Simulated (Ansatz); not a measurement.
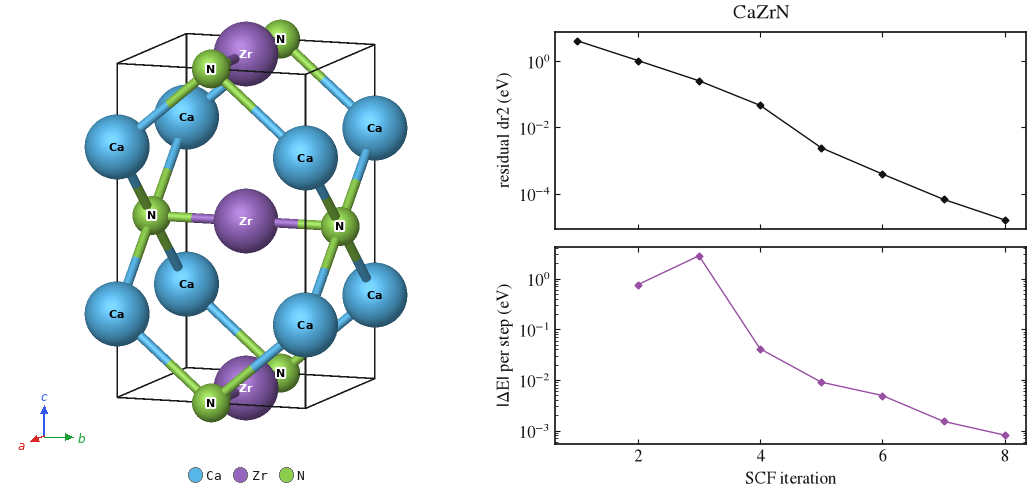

Beside the plot: the structure in its conventional cell.

The plot shows the SCF iterations of a calculation: density residual dr2, step-to-step change of the Harris–Foulkes energy. dr2 is the charge part; the magnetisation has a residual of its own.

CaZrN (6 atoms in the cell), run with Ansatz.

```
crystal:
  lattice:
    - [4.1898619484, 0.0, 0.0]
    - [0.0, 4.1898619484, 0.0]
    - [0.0, 0.0, 7.0597995075]
  atoms:
    - { symbol: Ca, position: [0.0, 0.0, 0.75], spin: 1.0 }
    - { symbol: Ca, position: [0.0, 0.0, 0.25], spin: 3.0 }
    - { symbol: Zr, position: [0.5, 0.5, 0.0], spin: 2.0 }
    - { symbol: Zr, position: [0.5, 0.5, 0.5], spin: 3.0 }
    - { symbol: "N", position: [0.5, 0.0, 0.5], spin: 2.0 }
    - { symbol: "N", position: [0.0, 0.5, 0.0], spin: 3.0 }
basis:
  ecutwfc: 420
kpoints:
  mp_grid: { grid: [10, 10, 6] }
hamiltonian:
  xc: pbe
scf:
  occupations: { method: gaussian, width: 0.1 }
  convergence: { dr2_threshold: 1.0e-11 }
output:
  forces: true
  eigenvalues: true
  stress: true
magnetization:
  spin_polarized: true
```

Command:
```bash
ansatz run input.yaml --threads 1 --pin off --max-ram 2560MiB --backend cpu --events-out ev --progress --plain --runs-dir out
```

**How did this run end?**

It did not finish: the time limit cut it off after 8 iterations. The residual is still falling at the last step (down to 1.6 × 10⁻⁵).
